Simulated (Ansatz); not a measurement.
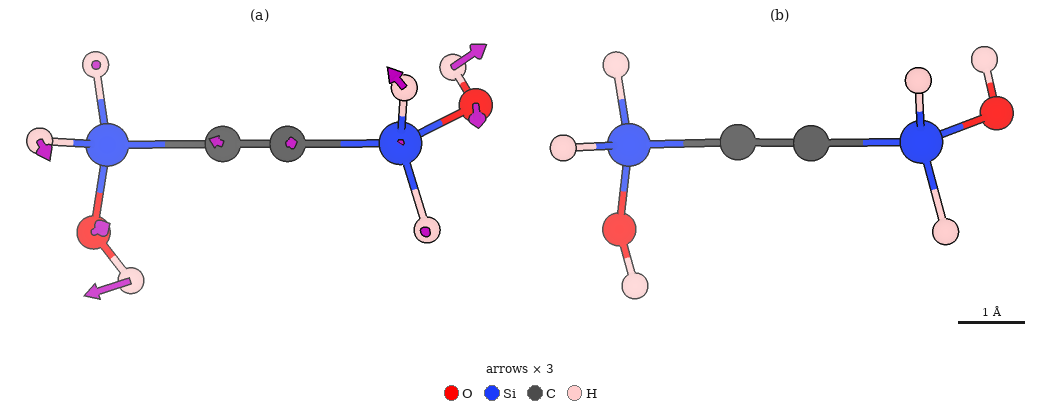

The structure of C$_{2}$H$_{6}$O$_{2}$Si$_{2}$ (coarse preliminary run) before (left) and after (right) a relaxation, at one scale. The purple arrows give the displacements, 3 times their true length.

Style: ball-and-stick. Shown at a tilt.

The start comes from a force field.

The calculation used Ansatz 0.2.0, RKS PBE-D4/def2-SVP.

Input file:
```yaml
crystal:
  periodic: [false, false, false]
  atoms:
    - {symbol: O, position_ang: [2.848900, 1.521100, 0.945600]}
    - {symbol: Si, position_ang: [2.420700, 0.003700, 0.506900]}
    - {symbol: C, position_ang: [0.553400, -0.181400, 0.200800]}
    - {symbol: C, position_ang: [-0.523000, -0.282900, 0.029400]}
    - {symbol: Si, position_ang: [-2.433600, -0.472300, -0.287600]}
    - {symbol: O, position_ang: [-2.830700, 0.024000, -1.812300]}
    - {symbol: H, position_ang: [2.096100, 2.071200, 1.327700]}
    - {symbol: H, position_ang: [2.896300, -0.869700, 1.599200]}
    - {symbol: H, position_ang: [3.184100, -0.328200, -0.674100]}
    - {symbol: H, position_ang: [-2.845200, -1.876100, -0.079800]}
    - {symbol: H, position_ang: [-3.205800, 0.367400, 0.711600]}
    - {symbol: H, position_ang: [-2.084300, -0.031900, -2.433500]}
basis:
  gaussian: {orbitals: def2-SVP}
hamiltonian: {xc: pbe, dispersion: d4}
relax: {f_tol: 0.03, max_steps: 200}
```

Q: What changed between the two?

A: The atom that moves furthest after the best rigid fit is H12 (0.26 Å). Largest moves by element: H 0.26 Å, O 0.19 Å, C 0.08 Å, Si 0.03 Å. Near-neighbour distances that change, for instance: C3–C4 1.095 → 1.239 Å, C4–Si5 1.946 → 1.845 Å, Si2–C3 1.901 → 1.845 Å, Si2–H9 1.445 → 1.496 Å. Bond angles that change, for instance: O1–Si2–H8 105.4° → 112.7°, C3–Si2–H8 112.2° → 106.9°, H8–Si2–H9 107.4° → 110.6°. Groups turn about O1–Si2 by about 30°, Si5–O6 by about 25°. The energy falls by 36.7 kcal/mol in 7 accepted moves (8 points after the start). The largest force component goes from 21 to 0.014 eV/Å. The line search rejected the trial step at point 7 of the run. The forces were under the threshold at step 6, but the run went on from there.
